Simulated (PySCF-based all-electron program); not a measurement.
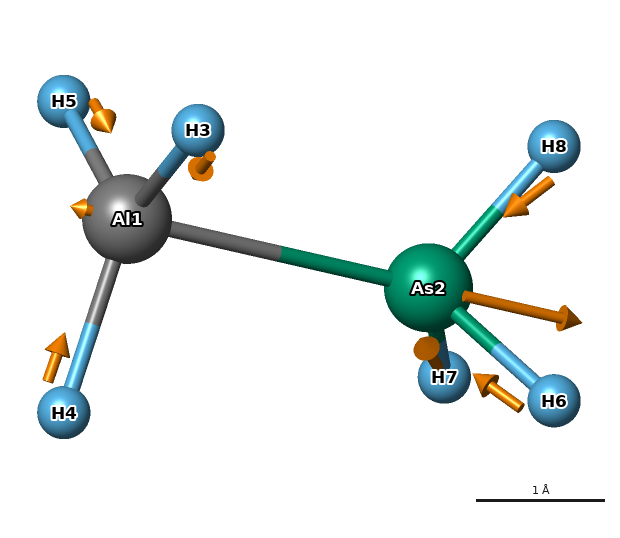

Arrows show the forces on the atoms, 10 Å of arrow for 1 eV/Å; forces under a tenth of the largest aren't drawn. Level of theory: PBE, all-electron, scalar-relativistic (spin-free Dirac), large uncontracted Gaussian sets (PySCF-based all-electron program).

### On which atom is the force largest, and how large is it?

On As2: 0.10 eV/Å.

### Along which bond is the force strongest?

Al1–As2, now 2.645 Å: the forces push its atoms apart, so a first step downhill lengthens it.

List the force components in the frame of the picture (x right, y up, z towards the viewer), in eV/Å.

```tsv
atom	Fx	Fy	Fz
Al1	−0.02	0.00	0.01
As2	0.09	−0.02	−0.04
H3	−0.01	−0.02	−0.03
H4	0.01	0.04	0.00
H5	0.01	−0.02	0.03
H6	−0.04	0.03	−0.02
H7	−0.01	0.02	0.04
H8	−0.04	−0.03	0.01
```
